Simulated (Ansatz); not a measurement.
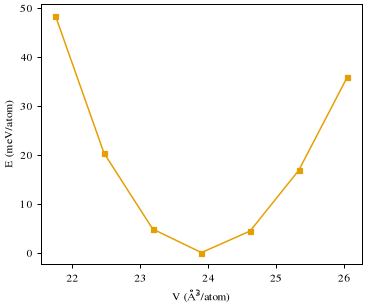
*YHg₂ in space group P6/mmm (No. 191; Y on 1a, Hg on 2d) under volume change, plane-wave PAW r²SCAN (Ansatz code), shape and atoms relaxed at each volume.*

Task: What does a third-order Birch–Murnaghan fit give for V₀, B₀ and B′?

Result: V₀ = 23.90 Å³/atom, B₀ = 68.5 GPa, B′ = 4.1.

The workflow started from an entry of the Crystallography Open Database (COD). Its standing as an ambient phase is unchecked. The r²SCAN relaxation kept the symmetry of its start; whether a distortion lowers the energy is not shown. The run is not spin-polarised. Scalar-relativistic: spin–orbit coupling is off unless named, which matters more the heavier the elements.

Potentials: the later of the program's two PAW sets.
